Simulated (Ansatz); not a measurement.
**Nudged elastic band of CHFSSi**

CHFSSi, computed with RKS PBE-D4/cc-pVDZ (Ansatz 0.2.0).

It belongs to a series of runs on one base structure; here: band between the two ends.

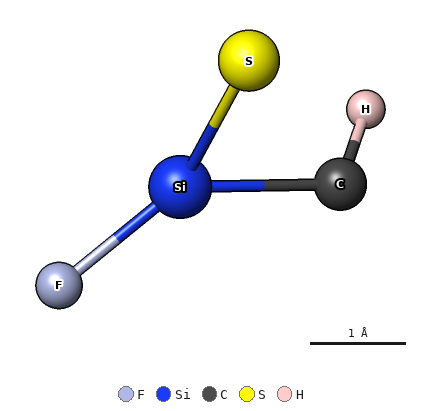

The input geometry (ball-and-stick view, seen at a tilt).

Input:
```yaml
crystal:
  periodic: [false, false, false]
  atoms:
    - { symbol: F, position_ang: [-0.363054, -1.703792, 1.473543] }
    - { symbol: Si, position_ang: [-0.169235, -0.566985, 0.300002] }
    - { symbol: C, position_ang: [0.656472, 0.979105, 0.045391] }
    - { symbol: S, position_ang: [-1.485711, 0.263028, -0.999049] }
    - { symbol: H, position_ang: [1.361538, 1.028643, -0.819877] }
basis:
  gaussian: { orbitals: cc-pVDZ }
hamiltonian:
  xc: pbe
  dispersion: d4
neb:
  order_check: false
  images: 6
  f_tol: 0.03
  max_iterations: 60
  climbing: false
  final_atoms:
    - { symbol: F, position_ang: [-0.35847704, -1.96709936, 1.14261337] }
    - { symbol: Si, position_ang: [-0.07016095, -0.3498928, 0.91657577] }
    - { symbol: C, position_ang: [0.07671478, 1.41662868, 0.77456459] }
    - { symbol: S, position_ang: [-0.43888148, 0.52877074, -1.11125251] }
    - { symbol: H, position_ang: [0.79081469, 0.37159174, -1.72249122] }
  initial_path:
    images:
      - { positions_ang: [[-0.363054, -1.703792, 1.473543], [-0.169235, -0.566985, 0.300002], [0.656472, 0.979105, 0.045391], [-1.485711, 0.263028, -0.999049], [1.361538, 1.028643, -0.819877]] }
      - { positions_ang: [[-0.43632342, -1.75237099, 1.45190029], [-0.13441353, -0.56759081, 0.40771037], [0.66785641, 0.98824409, 0.1199052], [-1.27705782, 0.29601872, -1.00730739], [1.17994836, 1.035698, -0.97219847]] }
      - { positions_ang: [[-0.50959284, -1.80094998, 1.43025758], [-0.09959206, -0.56819663, 0.51541873], [0.67924083, 0.99738317, 0.1944194], [-1.06840464, 0.32900944, -1.01556578], [0.99835871, 1.042753, -1.12451994]] }
      - { positions_ang: [[-0.58286226, -1.84952898, 1.40861487], [-0.06477059, -0.56880244, 0.6231271], [0.69062524, 1.00652226, 0.2689336], [-0.85975146, 0.36200016, -1.02382416], [0.81676907, 1.049808, -1.27684141]] }
      - { positions_ang: [[-0.58220841, -1.88714431, 1.36133921], [-0.05061715, -0.53778927, 0.71120907], [0.60780278, 1.06902564, 0.37310125], [-0.71020439, 0.39996341, -1.03985324], [0.73523717, 0.95594353, -1.4057863]] }
      - { positions_ang: [[-0.50763129, -1.91379599, 1.28843059], [-0.05713175, -0.47515711, 0.77966464], [0.43077345, 1.18489332, 0.50692237], [-0.61976342, 0.44289919, -1.06365299], [0.75376301, 0.7611596, -1.5113546]] }
      - { positions_ang: [[-0.43305416, -1.94044767, 1.21552198], [-0.06364635, -0.41252496, 0.8481202], [0.25374412, 1.300761, 0.64074348], [-0.52932245, 0.48583496, -1.08745275], [0.77228885, 0.56637567, -1.61692291]] }
      - { positions_ang: [[-0.35847704, -1.96709936, 1.14261337], [-0.07016095, -0.3498928, 0.91657577], [0.07671478, 1.41662868, 0.77456459], [-0.43888148, 0.52877074, -1.11125251], [0.79081469, 0.37159174, -1.72249122]] }
```

Launch command:
```bash
ansatz run input.yaml --threads 1 --pin off --max-ram 2048MiB --backend cpu --events-out ev --progress --plain --runs-dir out
```

The program's output:
```
Engine: ansatz 0.2.0, aarch64-unknown-linux-gnu
Functional definition: PBE
  parameter kappa = 0.804
  parameter beta = 0.06672455060314922
  exchange = pbe_x(kappa = kappa, mu = beta*pi^2/3)
  correlation = pbe_c(beta = beta)
863 factors; their error is unknown
mean field evaluation 1: about -22458.2689 eV, gradient 6.2e1 eV
mean field evaluation 2: about -22402.9678 eV, gradient 1.1e2 eV
mean field evaluation 4: about -22467.8267 eV, gradient 1.8e1 eV
mean field evaluation 8: about -22468.7631 eV, gradient 2.0e-1 eV
mean field evaluation 16: about -22468.7301 eV, gradient 4.2e-4 eV
mean field -22468.73010509 eV, -825.7106015097 hartree, gradient 4.6e-5 eV, S^2 0.000000; 0 other end points of the search recorded, 0 dependent functions left out
the calculation of the forces begins
reference -22468.73013340 eV, -825.7106025501 hartree; 23, 23 occupied and 46, 46 virtual orbitals, 863 factors
863 factors; their error is unknown
mean field evaluation 32: about -22467.2122 eV, gradient 2.5e-2 eV
mean field -22467.21221668 eV, -825.6548201396 hartree, gradient 5.5e-5 eV, S^2 0.000000; 0 other end points of the search recorded, 0 dependent functions left out
[... from here on the field's lines of each further geometry are left out, up to the last ...]
NEB iter   1: max|band force component| = 5.111e0 eV/Å  barrier→ = 3.5239 eV  barrier← = 2.0063 eV  Δτ_max = 0.2000 Å  (294 SCF iters)
NEB iter   2: max|band force component| = 1.610e0 eV/Å  barrier→ = 2.4634 eV  barrier← = 0.9458 eV  Δτ_max = 0.2000 Å  (210 SCF iters)
NEB iter   3: max|band force component| = 1.953e0 eV/Å  barrier→ = 2.3284 eV  barrier← = 0.8108 eV  Δτ_max = 0.0898 Å  (203 SCF iters)
NEB iter   4: max|band force component| = 4.051e-1 eV/Å  barrier→ = 2.2130 eV  barrier← = 0.6954 eV  Δτ_max = 0.0795 Å  (187 SCF iters)
NEB iter   5: max|band force component| = 2.934e-1 eV/Å  barrier→ = 2.1675 eV  barrier← = 0.6499 eV  Δτ_max = 0.0786 Å  (192 SCF iters)
NEB iter   6: max|band force component| = 2.127e-1 eV/Å  barrier→ = 2.1431 eV  barrier← = 0.6255 eV  Δτ_max = 0.0727 Å  (186 SCF iters)
NEB iter   7: max|band force component| = 2.042e-1 eV/Å  barrier→ = 2.1388 eV  barrier← = 0.6212 eV  Δτ_max = 0.0838 Å  (190 SCF iters)
NEB iter   8: max|band force component| = 2.004e-1 eV/Å  barrier→ = 2.1471 eV  barrier← = 0.6295 eV  Δτ_max = 0.0127 Å  (189 SCF iters)
NEB iter   9: max|band force component| = 1.142e-1 eV/Å  barrier→ = 2.1460 eV  barrier← = 0.6284 eV  Δτ_max = 0.0093 Å  (182 SCF iters)
NEB iter  10: max|band force component| = 3.805e-2 eV/Å  barrier→ = 2.1459 eV  barrier← = 0.6283 eV  Δτ_max = 0.0046 Å  (169 SCF iters)
the calculation of the forces begins
reference -22467.03061920 eV, -825.6481465554 hartree; 23, 23 occupied and 46, 46 virtual orbitals, 863 factors
863 factors; their error is unknown
mean field evaluation 704: about -22457.3114 eV, gradient 5.8e1 eV
mean field -22466.57821269 eV, -825.6315209227 hartree, gradient 1.7e-5 eV, S^2 0.000000; 1 other end points of the search recorded, 0 dependent functions left out
the calculation of the forces begins
reference -22466.57824085 eV, -825.6315219577 hartree; 23, 23 occupied and 46, 46 virtual orbitals, 863 factors
NEB iter  11: max|band force component| = 1.578e-2 eV/Å  barrier→ = 2.1459 eV  barrier← = 0.6283 eV  Δτ_max = 0.0000 Å  (348 SCF iters)
```

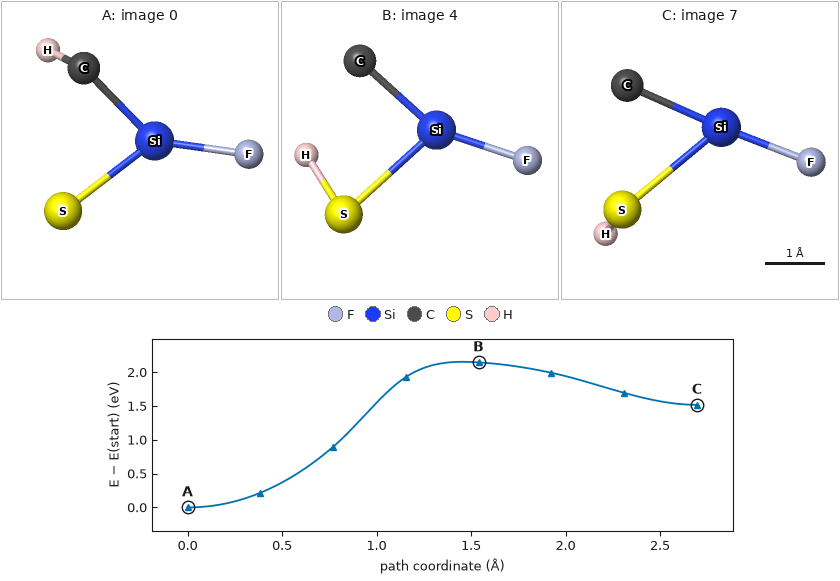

Images of the last band (counted from 0; ball-and-stick, seen on its broad side) above the energy along the path; the line is a cubic interpolation that uses the forces. The highest image is number 4, 2.146 eV above the start and 0.628 eV above the end; the end lies 1.518 eV above the start. The path is 2.70 Å long. The band converged in 11 iterations.

```
Total energy: -22466.71796148 eV, -825.6366565959 hartree
Atom 0 at    -0.608849    -1.807401     1.285169 Å, force    -0.003661    -0.031864    -0.015787 eV/Å
Atom 1 at     0.032022    -0.440727     0.616435 Å, force     0.010749     0.017072     0.042512 eV/Å
Atom 2 at     0.827760     1.153556     0.638205 Å, force    -0.014668     0.023073     0.072678 eV/Å
Atom 3 at    -0.765180     0.250281    -1.299043 Å, force     0.033188     0.049350     0.030322 eV/Å
Atom 4 at     0.514257     0.844290    -1.240756 Å, force    -0.025608    -0.057631    -0.129726 eV/Å
Dipole moment:    -0.017929    -0.249442    -0.084517 e Å
this run last wrote the band of iteration 11 to [file]
```

The last band as extended XYZ (Å, eV, eV/Å):
```
5
Properties=species:S:1:pos:R:3:forces:R:3 image=0 energy=-22468.86382
F    -0.3631   -1.7038    1.4735    0.0020   0.0047   0.0038
Si   -0.1692   -0.5670    0.3000    0.0128  -0.0098   0.0032
C     0.6565    0.9791    0.0454    0.0060  -0.0053  -0.0089
S    -1.4857    0.2630   -0.9990   -0.0046   0.0117  -0.0105
H     1.3615    1.0286   -0.8199   -0.0162  -0.0012   0.0124
5
Properties=species:S:1:pos:R:3:forces:R:3 image=1 energy=-22468.64736
F    -0.4542   -1.7215    1.4428    0.1621   0.0167   0.1087
Si   -0.0680   -0.5599    0.3456   -0.2206  -0.1003  -0.1920
C     0.7337    1.0369    0.1425   -0.4073  -0.0465  -0.2218
S    -1.3152    0.2747   -1.0208   -0.4240  -0.0247   0.1716
H     1.1037    0.9698   -0.9101    0.8898   0.1549   0.1336
5
Properties=species:S:1:pos:R:3:forces:R:3 image=2 energy=-22467.96832
F    -0.5245   -1.7284    1.3995    0.2075   0.1433   0.1947
Si   -0.0011   -0.5252    0.4078   -0.3590  -0.2260  -0.6398
C     0.8545    1.0582    0.2278   -0.5590   0.0014  -0.6895
S    -1.1547    0.2713   -1.1034   -0.9459  -0.2622   0.3683
H     0.8258    0.9242   -0.9318    1.6565   0.3436   0.7663
5
Properties=species:S:1:pos:R:3:forces:R:3 image=3 energy=-22466.93528
F    -0.5873   -1.7605    1.3446    0.0680   0.1345   0.1544
Si    0.0398   -0.4867    0.5117   -0.0950  -0.1635  -0.4822
C     0.9008    1.0798    0.3783   -0.2695  -0.0493  -0.9895
S    -0.9520    0.2876   -1.2113   -0.4505  -0.1588   0.0421
H     0.5987    0.8798   -1.0233    0.7471   0.2371   1.2751
5
Properties=species:S:1:pos:R:3:forces:R:3 image=4 energy=-22466.71793
F    -0.6088   -1.8074    1.2852   -0.0037  -0.0319  -0.0158
Si    0.0320   -0.4407    0.6164    0.0107   0.0171   0.0425
C     0.8278    1.1536    0.6382   -0.0147   0.0231   0.0727
S    -0.7652    0.2503   -1.2990    0.0332   0.0493   0.0303
H     0.5143    0.8443   -1.2408   -0.0256  -0.0576  -0.1297
5
Properties=species:S:1:pos:R:3:forces:R:3 image=5 energy=-22466.87149
F    -0.5497   -1.8775    1.2375    0.0369  -0.0900  -0.0606
Si    0.0081   -0.4061    0.7264    0.0011   0.0222   0.1486
C     0.5491    1.2794    0.7752   -0.1546   0.0699   0.1532
S    -0.6406    0.2788   -1.2779    0.0029   0.2126   0.1644
H     0.6330    0.7254   -1.4612    0.1138  -0.2147  -0.4056
5
Properties=species:S:1:pos:R:3:forces:R:3 image=6 energy=-22467.16887
F    -0.4721   -1.9354    1.2209    0.0685  -0.1093  -0.0583
Si   -0.0171   -0.3937    0.8249   -0.0072  -0.0155   0.1865
C     0.2762    1.3488    0.7815   -0.2673   0.0388   0.0118
S    -0.5301    0.3935   -1.1955    0.0829   0.4021   0.2786
H     0.7430    0.5869   -1.6319    0.1231  -0.3161  -0.4186
5
Properties=species:S:1:pos:R:3:forces:R:3 image=7 energy=-22467.34624
F    -0.3585   -1.9671    1.1426    0.0029   0.0051  -0.0005
Si   -0.0702   -0.3499    0.9166   -0.0031  -0.0105   0.0036
C     0.0767    1.4166    0.7746    0.0009   0.0029  -0.0015
S    -0.4389    0.5288   -1.1113   -0.0009   0.0040  -0.0028
H     0.7908    0.3716   -1.7225    0.0001  -0.0015   0.0012
```

Results in brief:

```tsv
quantity	value
outcome	converged
barrier, forward	2.146 eV
barrier, backward	0.628 eV
hardware	1 thread of Arm Neoverse V1, 24 GiB of memory available, shared host
wall time	2 min
peak memory	0.13 GiB
```

Remarks:

The order of the saddle point was not checked.
